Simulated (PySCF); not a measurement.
**C₂H₅ClOSi: NMR shifts at several levels of theory**

Aim: compute the NMR shifts of C₂H₅ClOSi (`C=C(Cl)O[SiH3]`) at several levels, and see how far they spread and what each costs.

Computed with PySCF 2.14.0, with density-fitted response routines of our own, on a single molecule in the gas phase. Atoms are numbered from 0 throughout.

## (1) The molecule as given

10 atoms, charge 0, multiplicity 1; geometry from: GFN2-xTB. The atoms were then displaced at random by about 0.01 Å, so the start is not that level's minimum.

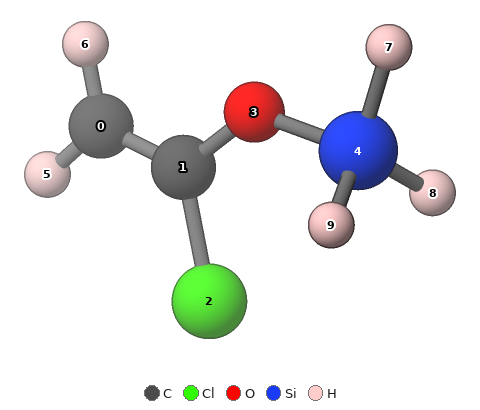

As it starts; carbon dark grey, chlorine green, oxygen red, silicon blue, hydrogen pink, atoms numbered.

## (2) Geometry optimisation at PBE0-D3(BJ)/def2-SVP

What the job is given:

```
{"job": {"xc": "PBE0", "basis": "def2-SVP", "d3": "d3bj", "grid": 1, "shake": 0.01, "kind": "geom"}, "charge": 0, "multiplicity": 1}
C     -1.680470     0.520370     1.120280
C     -0.831480     0.234520     0.170170
Cl    -1.319410     0.240850    -1.512330
O      0.466390    -0.083200     0.391090
Si     1.641840    -0.500700    -0.652520
H     -2.718630     0.807760     0.878920
H     -1.388880     0.538560     2.147230
H      2.695950    -0.694970     0.350270
H      1.907910     0.616460    -1.540260
H      1.277220    -1.700580    -1.373900
```

Started as:

```bash
$ OMP_NUM_THREADS=1 python probes_run.py task.json out
```

This one command runs all jobs of the session in turn.

Standard output:

```text
step   0  E = -903.33239114  max force = 0.054236
step   1  E = -903.34001083  max force = 0.008461
step   2  E = -903.34028538  max force = 0.002379
step   3  E = -903.34030249  max force = 0.002854
step   4  E = -903.34037076  max force = 0.000645
step   5  E = -903.34037825  max force = 0.000624
step   6  E = -903.34038556  max force = 0.000420
optimisation converged
```

It took 27 s on 1 thread of Arm Neoverse V1, shared host; peak memory 0.43 GiB.

The steps of the relaxation:

```
step  energy from step 0 (eV)  largest force component (eV/Å)
   0                   0.0000                          2.7889
   1                  -0.2073                          0.4351
   2                  -0.2148                          0.1223
   3                  -0.2153                          0.1468
   4                  -0.2171                          0.0332
   5                  -0.2173                          0.0321
   6                  -0.2175                          0.0216
```

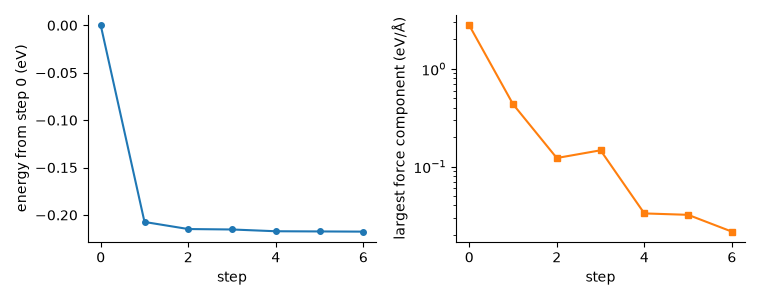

Energy and largest force along the relaxation.

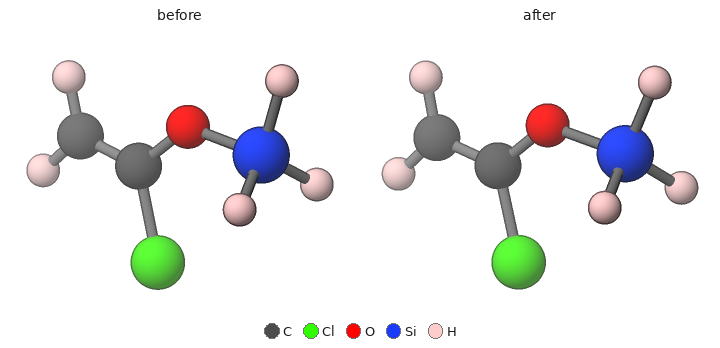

The geometry before (left) and after (right).

Distances of close pairs at the start and the end, largest changes first:

```
  bond  before (Å)  after (Å)  change (Å)
O3–Si4       1.626      1.694      +0.067
Si4–H9       1.447      1.489      +0.042
Si4–H8       1.452      1.489      +0.037
 C0–C1       1.306      1.333      +0.027
 C1–O3       1.354      1.329      -0.025
 C0–H6       1.068      1.090      +0.023
Si4–H7       1.468      1.485      +0.017
 C0–H5       1.104      1.088      -0.016
```

The next job starts from the end point, and lists it.

```
                         at the end point                value
rotational constants (GHz, main isotopes)  4.948, 2.301, 1.601
                        dipole moment (D)                 0.75
```

## (3) NMR shieldings: PBE0/pcSseg-2

What the job is given:

```
{"job": {"kind": "nmr", "xc": "PBE0", "basis": "pcSseg-2", "pop": false}, "charge": 0, "multiplicity": 1}
C     -1.761920     0.478415     1.141136
C     -0.855650     0.218063     0.199213
Cl    -1.302966     0.184331    -1.497067
O      0.429382    -0.025196     0.436714
Si     1.670317    -0.427033    -0.643450
H     -2.798645     0.676046     0.878269
H     -1.446414     0.492627     2.184876
H      2.846701    -0.608459     0.244989
H      1.912022     0.680553    -1.608661
H      1.355728    -1.692228    -1.362789
```

Method: GIAO PBE0/pcSseg-2 NMR shielding, non-relativistic, gas phase.

Standard output:

```text
coarse grid: 9608 points
cycle   1  E = -903.6967257678  dE =  5.200e-01  |g| = 6.761e-01  |ddm| = 2.286e+00
cycle   2  E = -903.5919695211  dE =  1.048e-01  |g| = 1.008e+00  |ddm| = 9.265e-01
cycle   3  E = -903.7785466227  dE = -1.866e-01  |g| = 8.049e-02  |ddm| = 6.254e-01
cycle   4  E = -903.7797702132  dE = -1.224e-03  |g| = 3.145e-02  |ddm| = 7.719e-02
cycle   5  E = -903.7799354283  dE = -1.652e-04  |g| = 1.414e-02  |ddm| = 2.814e-02
cycle   6  E = -903.7799822332  dE = -4.680e-05  |g| = 3.181e-03  |ddm| = 1.146e-02
cycle   7  E = -903.7799841630  dE = -1.930e-06  |g| = 7.856e-04  |ddm| = 2.488e-03
final grid: 84160 points
cycle   8  E = -903.7859820910  dE = -5.175e-05  |g| = 7.993e-03  |ddm| = 2.603e-02
cycle   9  E = -903.7859695268  dE =  1.256e-05  |g| = 1.111e-02  |ddm| = 9.895e-03
cycle  10  E = -903.7859925764  dE = -2.305e-05  |g| = 1.514e-03  |ddm| = 6.449e-03
cycle  11  E = -903.7859929225  dE = -3.461e-07  |g| = 5.398e-04  |ddm| = 1.250e-03
cycle  12  E = -903.7859929874  dE = -6.487e-08  |g| = 1.242e-04  |ddm| = 4.505e-04
cycle  13  E = -903.7859929906  dE = -3.183e-09  |g| = 3.672e-05  |ddm| = 1.005e-04
cycle  14  E = -903.7859929909  dE = -2.956e-10  |g| = 1.025e-05  |ddm| = 3.083e-05
converged SCF energy = -903.7859929909

GIAO shielding tensors (ppm)
atom      isotropic    diamagn.    paramagn.     s11        s22        s33       span
  0 C       88.977     253.816    -164.839     -2.377    123.667    145.641    148.018
  1 C       23.307     249.073    -225.766    -78.954     65.127     83.749    162.704
  2 Cl     658.142    1148.090    -489.948    460.065    500.959   1013.403    553.338
  3 O      195.856     394.373    -198.517    130.925    215.066    241.577    110.652
  4 Si     378.779     876.862    -498.083    344.439    348.353    443.544     99.106
  5 H       26.786      29.516      -2.730     24.399     24.654     31.305      6.906
  6 H       26.711      30.554      -3.844     23.934     24.930     31.268      7.334
  7 H       26.425      28.387      -1.962     23.485     24.732     31.058      7.573
  8 H       26.128      28.460      -2.332     22.935     24.912     30.537      7.602
  9 H       26.128      28.492      -2.364     22.943     24.893     30.547      7.604
```

It took 30 s on 1 thread of Arm Neoverse V1, shared host; peak memory 1 GiB.

The references, computed at this level on geometries of the same kind, shield at (ppm): 1H TMS 31.25, 13C TMS 184.1, 29Si TMS 341.3, 17O H2O 328.2, 35Cl HCl 941. Their shielding less the atom's gives the shift. The references are single molecules in the gas phase, so shifts against H2O, NH3, PH3, H3PO4 or CFCl3 are not on the usual liquid scales and can be off by tens of ppm. Atoms listed in one row are averaged.

```
     atoms                                                  environment  σ (ppm)  δ (ppm)
        C1                                 alkene carbon bearing oxygen     23.3    160.8
        C0                β carbon of an enol-ether or enamine type C=C     89.0     95.1
H7, H8, H9                            hydrogen on a silicon bonded to O    26.23     5.02
        H6  hydrogen on a β carbon of an enol-ether or enamine type C=C    26.71     4.53
        H5  hydrogen on a β carbon of an enol-ether or enamine type C=C    26.79     4.46
       Cl2                                         chlorine bonded to C      658      283
        O3                                       oxygen bonded to C, Si    195.9    132.3
       Si4                                     silicon bonded to O, 3 H    378.8    -37.5
```

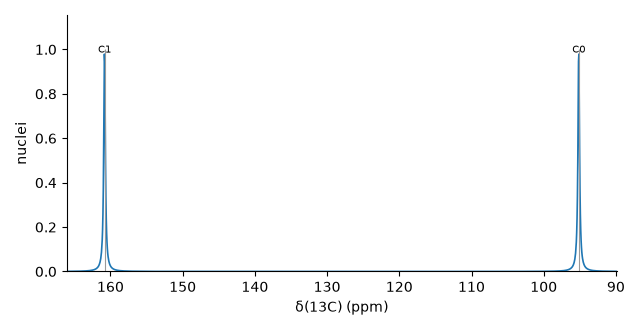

13C lines at the computed shifts, without couplings. Lines are broadened to a width of 0.26 ppm (Lorentzian).

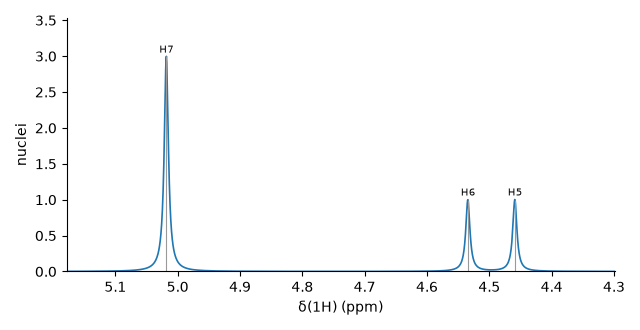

1H lines at the computed shifts, without couplings. Lines are broadened to a width of 0.01 ppm (Lorentzian).

## (4) NMR shieldings: mPW1PW91/pcSseg-2

Settings changed since step 3:

```diff
@@ -1,2 +1,2 @@
-{"job": {"kind": "nmr", "xc": "PBE0", "basis": "pcSseg-2", "pop": false}, "charge": 0, "multiplicity": 1}
+{"job": {"kind": "nmr", "xc": "mPW1PW91", "basis": "pcSseg-2", "pop": false}, "charge": 0, "multiplicity": 1}
 C     -1.761920     0.478415     1.141136
```

Method: GIAO mPW1PW91/pcSseg-2 NMR shielding, non-relativistic, gas phase.

Standard output:

```text
coarse grid: 9608 points
cycle   1  E = -904.1385762530  dE =  5.199e-01  |g| = 6.894e-01  |ddm| = 2.282e+00
cycle   2  E = -904.0296860802  dE =  1.089e-01  |g| = 1.029e+00  |ddm| = 9.471e-01
cycle   3  E = -904.2233673351  dE = -1.937e-01  |g| = 8.310e-02  |ddm| = 6.408e-01
cycle   4  E = -904.2246467828  dE = -1.279e-03  |g| = 3.370e-02  |ddm| = 7.972e-02
cycle   5  E = -904.2248327758  dE = -1.860e-04  |g| = 1.577e-02  |ddm| = 3.000e-02
cycle   6  E = -904.2248917354  dE = -5.896e-05  |g| = 2.874e-03  |ddm| = 1.236e-02
cycle   7  E = -904.2248932522  dE = -1.517e-06  |g| = 7.775e-04  |ddm| = 2.429e-03
final grid: 84160 points
cycle   8  E = -904.2295899344  dE = -4.495e-05  |g| = 5.441e-03  |ddm| = 2.485e-02
cycle   9  E = -904.2295850844  dE =  4.850e-06  |g| = 7.056e-03  |ddm| = 6.806e-03
cycle  10  E = -904.2295948144  dE = -9.730e-06  |g| = 1.173e-03  |ddm| = 4.407e-03
cycle  11  E = -904.2295950180  dE = -2.037e-07  |g| = 3.983e-04  |ddm| = 9.038e-04
cycle  12  E = -904.2295950520  dE = -3.397e-08  |g| = 1.094e-04  |ddm| = 3.464e-04
cycle  13  E = -904.2295950545  dE = -2.451e-09  |g| = 3.089e-05  |ddm| = 9.037e-05
cycle  14  E = -904.2295950547  dE = -2.042e-10  |g| = 8.802e-06  |ddm| = 2.456e-05
converged SCF energy = -904.2295950547

GIAO shielding tensors (ppm)
atom      isotropic    diamagn.    paramagn.     s11        s22        s33       span
  0 C       88.040     254.042    -166.002     -3.638    122.550    145.208    148.846
  1 C       22.333     249.034    -226.701    -80.163     64.508     82.654    162.817
  2 Cl     655.145    1148.344    -493.199    454.916    496.928   1013.592    558.676
  3 O      195.396     394.330    -198.934    131.140    214.254    240.793    109.652
  4 Si     378.025     876.969    -498.944    344.348    348.182    441.545     97.198
  5 H       26.841      29.495      -2.654     24.462     24.697     31.363      6.901
  6 H       26.763      30.570      -3.807     23.990     24.985     31.313      7.323
  7 H       26.509      28.454      -1.945     23.572     24.816     31.138      7.566
  8 H       26.211      28.532      -2.320     23.022     25.006     30.606      7.584
  9 H       26.211      28.564      -2.353     23.030     24.988     30.615      7.585
```

It took 31 s on 1 thread of Arm Neoverse V1, shared host; peak memory 1 GiB.

Key values: δ C1 161.2, C0 95.5, Cl2 282, O3 131.7, H7 4.98, H6 4.53 ppm (means over like atoms).

## (5) NMR shieldings: WP04/pcSseg-2

Settings changed since step 4:

```diff
@@ -1,2 +1,2 @@
-{"job": {"kind": "nmr", "xc": "mPW1PW91", "basis": "pcSseg-2", "pop": false}, "charge": 0, "multiplicity": 1}
+{"job": {"kind": "nmr", "xc": "WP04", "basis": "pcSseg-2", "pop": false}, "charge": 0, "multiplicity": 1}
 C     -1.761920     0.478415     1.141136
```

Method: GIAO WP04/pcSseg-2 NMR shielding, non-relativistic, gas phase.

Standard output:

```text
coarse grid: 9608 points
cycle   1  E = -914.9523032009  dE =  4.869e-01  |g| = 1.001e+00  |ddm| = 2.260e+00
cycle   2  E = -914.5901480466  dE =  3.622e-01  |g| = 1.678e+00  |ddm| = 1.515e+00
cycle   3  E = -915.1108166688  dE = -5.207e-01  |g| = 2.432e-01  |ddm| = 1.165e+00
cycle   4  E = -915.1202221875  dE = -9.406e-03  |g| = 1.055e-01  |ddm| = 2.059e-01
cycle   5  E = -915.1220225622  dE = -1.800e-03  |g| = 5.790e-02  |ddm| = 9.816e-02
cycle   6  E = -915.1228655883  dE = -8.430e-04  |g| = 5.682e-03  |ddm| = 4.331e-02
cycle   7  E = -915.1228715026  dE = -5.914e-06  |g| = 1.856e-03  |ddm| = 5.637e-03
final grid: 84160 points
cycle   8  E = -915.1303781868  dE = -7.005e-05  |g| = 7.981e-03  |ddm| = 3.401e-02
cycle   9  E = -915.1303529571  dE =  2.523e-05  |g| = 1.300e-02  |ddm| = 1.355e-02
cycle  10  E = -915.1303915878  dE = -3.863e-05  |g| = 1.826e-03  |ddm| = 9.126e-03
cycle  11  E = -915.1303921651  dE = -5.773e-07  |g| = 8.996e-04  |ddm| = 1.683e-03
cycle  12  E = -915.1303923447  dE = -1.795e-07  |g| = 1.569e-04  |ddm| = 6.788e-04
cycle  13  E = -915.1303923485  dE = -3.831e-09  |g| = 7.210e-05  |ddm| = 1.360e-04
cycle  14  E = -915.1303923496  dE = -1.092e-09  |g| = 1.482e-05  |ddm| = 5.194e-05
cycle  15  E = -915.1303923497  dE = -5.070e-11  |g| = 2.619e-06  |ddm| = 1.437e-05
converged SCF energy = -915.1303923497

GIAO shielding tensors (ppm)
atom      isotropic    diamagn.    paramagn.     s11        s22        s33       span
  0 C       75.380     253.805    -178.426    -16.290    106.963    135.466    151.756
  1 C        8.361     249.942    -241.581    -90.166     50.326     64.924    155.090
  2 Cl     621.628    1152.511    -530.884    402.025    443.464   1019.394    617.368
  3 O      185.193     395.760    -210.568    128.347    199.257    227.975     99.627
  4 Si     373.355     878.809    -505.455    347.121    351.525    421.417     74.296
  5 H       27.292      29.691      -2.400     25.022     25.114     31.740      6.718
  6 H       27.182      30.999      -3.816     24.579     25.460     31.508      6.930
  7 H       27.504      29.123      -1.619     24.617     25.805     32.090      7.473
  8 H       27.177      29.314      -2.137     24.080     26.069     31.383      7.303
  9 H       27.177      29.359      -2.182     24.087     26.053     31.390      7.304
```

It took 32 s on 1 thread of Arm Neoverse V1, shared host; peak memory 1 GiB.

This run: δ C1 163.7, C0 96.7, Cl2 279, O3 128.9, H6 4.43, H7 4.33 ppm (means over like atoms).

## (6) NMR shieldings: B97-2/pcSseg-2

Settings changed since step 5:

```diff
@@ -1,2 +1,2 @@
-{"job": {"kind": "nmr", "xc": "WP04", "basis": "pcSseg-2", "pop": false}, "charge": 0, "multiplicity": 1}
+{"job": {"kind": "nmr", "xc": "B97-2", "basis": "pcSseg-2", "pop": false}, "charge": 0, "multiplicity": 1}
 C     -1.761920     0.478415     1.141136
```

Level: GIAO B97-2/pcSseg-2 NMR shielding, non-relativistic, gas phase.

Standard output:

```text
coarse grid: 9608 points
cycle   1  E = -904.1397230477  dE =  5.062e-01  |g| = 6.972e-01  |ddm| = 2.290e+00
cycle   2  E = -904.0158902355  dE =  1.238e-01  |g| = 1.067e+00  |ddm| = 9.858e-01
cycle   3  E = -904.2269383125  dE = -2.110e-01  |g| = 9.139e-02  |ddm| = 6.780e-01
cycle   4  E = -904.2285322483  dE = -1.594e-03  |g| = 3.643e-02  |ddm| = 8.933e-02
cycle   5  E = -904.2287373116  dE = -2.051e-04  |g| = 1.835e-02  |ddm| = 3.313e-02
cycle   6  E = -904.2288195691  dE = -8.226e-05  |g| = 2.747e-03  |ddm| = 1.414e-02
cycle   7  E = -904.2288209590  dE = -1.390e-06  |g| = 7.411e-04  |ddm| = 2.430e-03
final grid: 84160 points
cycle   8  E = -904.2287084494  dE = -6.602e-05  |g| = 7.279e-03  |ddm| = 3.725e-02
cycle   9  E = -904.2287060758  dE =  2.374e-06  |g| = 6.537e-03  |ddm| = 7.066e-03
cycle  10  E = -904.2287119106  dE = -5.835e-06  |g| = 2.617e-03  |ddm| = 5.027e-03
cycle  11  E = -904.2287131528  dE = -1.242e-06  |g| = 4.044e-04  |ddm| = 1.605e-03
cycle  12  E = -904.2287131878  dE = -3.504e-08  |g| = 1.454e-04  |ddm| = 3.914e-04
cycle  13  E = -904.2287131926  dE = -4.808e-09  |g| = 3.523e-05  |ddm| = 1.084e-04
cycle  14  E = -904.2287131929  dE = -2.638e-10  |g| = 4.876e-06  |ddm| = 2.664e-05
converged SCF energy = -904.2287131929

GIAO shielding tensors (ppm)
atom      isotropic    diamagn.    paramagn.     s11        s22        s33       span
  0 C       90.557     254.011    -163.454      1.967    124.333    145.370    143.402
  1 C       25.263     249.628    -224.365    -73.543     65.056     84.277    157.821
  2 Cl     660.375    1148.735    -488.360    462.664    503.253   1015.209    552.546
  3 O      196.444     394.778    -198.334    133.687    214.514    241.130    107.443
  4 Si     386.816     877.062    -490.246    354.484    358.615    447.349     92.865
  5 H       26.955      29.496      -2.541     24.558     24.868     31.439      6.881
  6 H       26.865      30.622      -3.757     24.132     25.076     31.388      7.256
  7 H       26.651      28.573      -1.922     23.720     24.963     31.270      7.549
  8 H       26.341      28.686      -2.344     23.165     25.147     30.712      7.547
  9 H       26.341      28.720      -2.380     23.173     25.128     30.721      7.548
```

Run time: 30 s. Hardware: 1 thread of Arm Neoverse V1, shared host; peak memory 1 GiB.

In short: δ C1 158.2, C0 92.9, Cl2 276, O3 129.8, H7 4.91, H6 4.49 ppm (means over like atoms).

## (7) Shielding tensors: BHandHLYP/pcSseg-2

Settings changed since step 6:

```diff
@@ -1,2 +1,2 @@
-{"job": {"kind": "nmr", "xc": "B97-2", "basis": "pcSseg-2", "pop": false}, "charge": 0, "multiplicity": 1}
+{"job": {"kind": "nmr", "xc": "BHandHLYP", "basis": "pcSseg-2", "pop": false}, "charge": 0, "multiplicity": 1}
 C     -1.761920     0.478415     1.141136
```

Method: GIAO BHandHLYP/pcSseg-2 NMR shielding, non-relativistic, gas phase.

Standard output:

```text
coarse grid: 9608 points
cycle   1  E = -904.0609233056  dE =  5.770e-01  |g| = 6.563e-01  |ddm| = 2.240e+00
cycle   2  E = -904.0476174529  dE =  1.331e-02  |g| = 7.421e-01  |ddm| = 7.442e-01
cycle   3  E = -904.1446123908  dE = -9.699e-02  |g| = 5.126e-02  |ddm| = 4.180e-01
cycle   4  E = -904.1452006073  dE = -5.882e-04  |g| = 2.182e-02  |ddm| = 5.633e-02
cycle   5  E = -904.1453043131  dE = -1.037e-04  |g| = 6.341e-03  |ddm| = 2.071e-02
cycle   6  E = -904.1453119376  dE = -7.625e-06  |g| = 2.847e-03  |ddm| = 7.195e-03
final grid: 84160 points
cycle   7  E = -904.1493062238  dE = -1.604e-05  |g| = 4.599e-03  |ddm| = 1.609e-02
cycle   8  E = -904.1493034189  dE =  2.805e-06  |g| = 5.752e-03  |ddm| = 6.072e-03
cycle   9  E = -904.1493105625  dE = -7.144e-06  |g| = 4.483e-04  |ddm| = 3.547e-03
cycle  10  E = -904.1493106000  dE = -3.749e-08  |g| = 1.401e-04  |ddm| = 4.356e-04
cycle  11  E = -904.1493106047  dE = -4.729e-09  |g| = 3.592e-05  |ddm| = 1.371e-04
cycle  12  E = -904.1493106050  dE = -2.879e-10  |g| = 1.018e-05  |ddm| = 3.702e-05
converged SCF energy = -904.1493106050

GIAO shielding tensors (ppm)
atom      isotropic    diamagn.    paramagn.     s11        s22        s33       span
  0 C       87.270     252.146    -164.876     -9.237    124.779    146.267    155.504
  1 C       21.210     247.154    -225.945    -90.530     70.707     83.451    173.981
  2 Cl     678.036    1148.325    -470.288    475.730    525.504   1032.874    557.144
  3 O      208.075     395.275    -187.200    148.912    224.545    250.767    101.856
  4 Si     387.676     875.452    -487.776    358.248    361.724    443.057     84.809
  5 H       26.957      29.709      -2.752     24.472     24.798     31.600      7.128
  6 H       26.841      30.652      -3.811     24.086     24.949     31.488      7.403
  7 H       26.857      28.538      -1.681     23.854     25.091     31.625      7.771
  8 H       26.594      28.580      -1.986     23.372     25.436     30.974      7.602
  9 H       26.595      28.606      -2.010     23.381     25.423     30.982      7.601
```

Wall time 29 s (1 thread of Arm Neoverse V1, shared host); peak memory 1 GiB.

Key values: δ C1 163.1, C0 97.0, Cl2 257, O3 118.6, H7 4.77, H6 4.61 ppm (means over like atoms).

## (8) NMR shieldings: CAM-B3LYP/pcSseg-2

Settings changed since step 7:

```diff
@@ -1,2 +1,2 @@
-{"job": {"kind": "nmr", "xc": "BHandHLYP", "basis": "pcSseg-2", "pop": false}, "charge": 0, "multiplicity": 1}
+{"job": {"kind": "nmr", "xc": "CAM-B3LYP", "basis": "pcSseg-2", "pop": false}, "charge": 0, "multiplicity": 1}
 C     -1.761920     0.478415     1.141136
```

Method: GIAO CAM-B3LYP/pcSseg-2 NMR shielding, non-relativistic, gas phase.

Standard output:

```text
coarse grid: 9608 points
cycle   1  E = -904.0921104182  dE =  5.579e-01  |g| = 7.218e-01  |ddm| = 2.238e+00
cycle   2  E = -904.0464807301  dE =  4.563e-02  |g| = 9.154e-01  |ddm| = 8.469e-01
cycle   3  E = -904.1892250340  dE = -1.427e-01  |g| = 6.207e-02  |ddm| = 4.887e-01
cycle   4  E = -904.1898708822  dE = -6.458e-04  |g| = 3.436e-02  |ddm| = 6.751e-02
cycle   5  E = -904.1900904150  dE = -2.195e-04  |g| = 1.295e-02  |ddm| = 2.721e-02
cycle   6  E = -904.1901268989  dE = -3.648e-05  |g| = 2.599e-03  |ddm| = 1.111e-02
cycle   7  E = -904.1901286995  dE = -1.801e-06  |g| = 6.347e-04  |ddm| = 3.312e-03
final grid: 84160 points
cycle   8  E = -904.1957135196  dE = -2.942e-05  |g| = 2.556e-03  |ddm| = 1.697e-02
cycle   9  E = -904.1957136950  dE = -1.754e-07  |g| = 2.227e-03  |ddm| = 3.213e-03
cycle  10  E = -904.1957148633  dE = -1.168e-06  |g| = 3.128e-04  |ddm| = 1.909e-03
cycle  11  E = -904.1957148799  dE = -1.659e-08  |g| = 1.022e-04  |ddm| = 2.570e-04
cycle  12  E = -904.1957148814  dE = -1.514e-09  |g| = 4.914e-05  |ddm| = 9.016e-05
cycle  13  E = -904.1957148820  dE = -5.605e-10  |g| = 9.925e-06  |ddm| = 3.714e-05
converged SCF energy = -904.1957148820

GIAO shielding tensors (ppm)
atom      isotropic    diamagn.    paramagn.     s11        s22        s33       span
  0 C       84.954     251.866    -166.912    -10.967    121.990    143.839    154.806
  1 C       17.837     247.337    -229.500    -92.427     64.712     81.226    173.653
  2 Cl     653.756    1148.347    -494.591    442.042    495.473   1023.753    581.711
  3 O      201.806     394.574    -192.768    139.702    219.166    246.551    106.849
  4 Si     369.971     876.201    -506.229    335.472    339.987    434.456     98.985
  5 H       26.831      29.827      -2.996     24.491     24.630     31.373      6.882
  6 H       26.749      30.596      -3.847     23.969     25.000     31.279      7.310
  7 H       26.587      28.403      -1.816     23.651     24.883     31.227      7.575
  8 H       26.314      28.402      -2.088     23.148     25.127     30.668      7.520
  9 H       26.315      28.426      -2.110     23.157     25.112     30.677      7.519
```

Wall time 41 s (1 thread of Arm Neoverse V1, shared host); peak memory 1.2 GiB.

Key values: δ C1 164.7, C0 97.6, Cl2 281, O3 128.0, H7 4.93, H6 4.59 ppm (means over like atoms).

(Part 1 of 2 ends here.)
